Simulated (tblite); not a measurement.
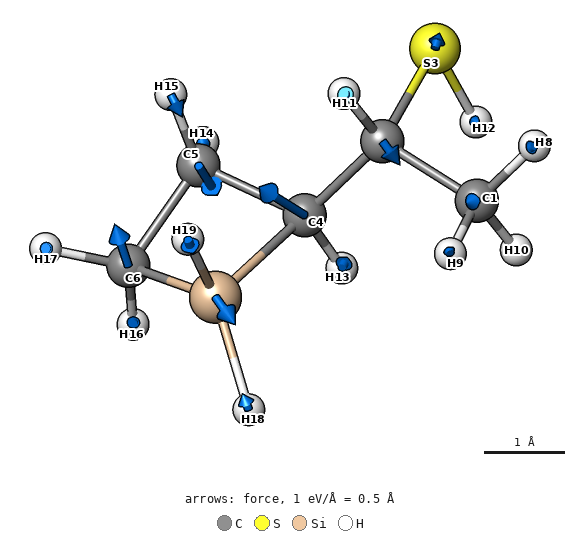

Starting geometry of C$_{5}$H$_{12}$SSi with the computed forces as blue arrows. The picture is a ball-and-stick view, seen from a free direction.

Level of theory: tblite, GFN2-xTB geometry optimisation, gas phase. 

Q: What follows when this structure is relaxed?

A: It isn't relaxed: the largest force vector, on a C atom, is 2.11 eV/Å. The final displacements have little in common with the starting forces (cosine between the two patterns 0.17). An H atom moves most after the best rigid fit: 0.57 Å. Largest moves by element: H 0.57 Å, C 0.24 Å, Si 0.19 Å, S 0.10 Å. Near-neighbour distances that change, for instance: C–C 1.576 → 1.544 Å, H–Si 1.490 → 1.462 Å, C–Si 1.883 → 1.908 Å, C–C 1.539 → 1.519 Å. Bond angles that change, for instance: H–Si–H 116.9° → 111.1°, C–C–H 115.4° → 110.4°, C–C–Si 85.7° → 90.7°. Over 83 geometry steps the energy falls by 32.1 kJ/mol. The run took 1.1 s on 1 thread of Arm Neoverse N1, on a shared host.
